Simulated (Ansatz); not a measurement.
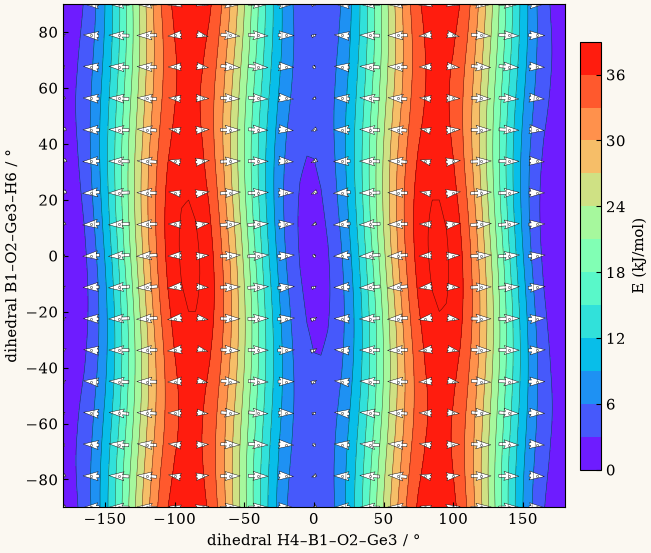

Energy landscape of BGeH₅O, SMILES B[O][GeH3]. First axis: dihedral H4–B1–O2–Ge3. Second axis: dihedral B1–O2–Ge3–H6. Nothing is relaxed (all other coordinates rigid). The grid has 18 × 17 points; 279 points were computed and 27 follow by symmetry. Points are written as (first, second). All energies are given in kJ/mol relative to the lowest grid point. All numbers below come from Ansatz 0.2.0, RKS PBE-D4/def2-TZVP.

In the figure: filled contours, dots at the grid points, arrows along the force (downhill), their lengths compressed. Between grid points the surface is interpolated. 

Where are the wells?

The lowest grid point is at (−180°, 0.0°). The energy also falls towards the edge at (−180°, 90.0°) (1.5 kJ/mol above the lowest) and (−180°, −90.0°) (1.5 kJ/mol above the lowest), where a further well may lie outside the range. There is a further well near (0°, 0.0°) (1.8 kJ/mol above the lowest at that grid point). The highest grid point, (−80°, −11.2°), lies 38.7 kJ/mol above the lowest. On the interpolated surface the easiest way out of the lowest well to the well at (0°, 0.0°) passes a barrier of about 37 kJ/mol.

The whole map (279 points run) took 17 min on 1 thread of Arm Neoverse V2, on a shared host.
